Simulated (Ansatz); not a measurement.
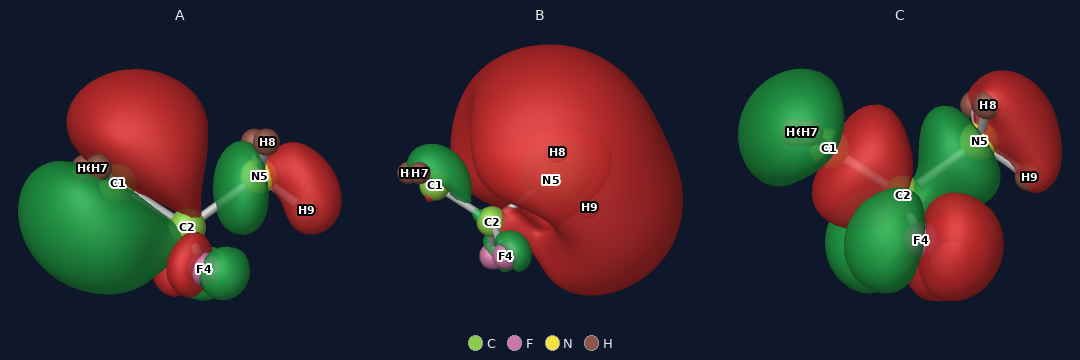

C2H5F2N (SMILES [CH2]C([NH3+])(F)F) (charge +1, doublet). Three frontier orbitals at ±0.06 Å⁻³ᐟ² (green and red are the two phases), in no order.

Geometry: B3LYP-D3(BJ)/def2-SVP.

All numbers below come from isolated molecule in a Gaussian basis; Kohn-Sham density functional theory, functional PBE0 (Ansatz).

```yaml
atoms:
  - { symbol: C, position_ang: [0.1848, -0.4858, 1.6247] }
  - { symbol: C, position_ang: [-0.3874, 0.2316, 0.4707] }
  - { symbol: F, position_ang: [-1.6026, -0.1882, 0.1296] }
  - { symbol: F, position_ang: [0.4099, 0.2533, -0.5938] }
  - { symbol: N, position_ang: [-0.6140, 1.7560, 0.7705] }
  - { symbol: H, position_ang: [-0.4884, -0.9571, 2.3438] }
  - { symbol: H, position_ang: [1.2699, -0.5720, 1.7114] }
  - { symbol: H, position_ang: [0.2751, 2.2261, 0.9994] }
  - { symbol: H, position_ang: [-1.0153, 2.2091, -0.0685] }
  - { symbol: H, position_ang: [-1.2701, 1.8871, 1.5554] }
```

**Which picture is the HOMO−1, the HOMO and the LUMO? All are α orbitals.**

C is the HOMO−1 (α) (−16.70 eV). By Hirshfeld shares it lies mainly on F4 (about 25 %), F3 (about 25 %), C1 (about 20 %), C2 (about 15 %) and N5 (about 10 %). A is the HOMO (α) (−13.10 eV). By Hirshfeld shares it lies mainly on C1 (about 70 %) and C2 (about 10 %). B is the LUMO (α) (−5.24 eV). It lies mainly on H8 (about 25 %), H10 (about 25 %), H9 (about 20 %) and N5 (about 20 %).

**What is the gap between the highest occupied and lowest empty α orbitals?**

7.86 eV between the orbital energies.
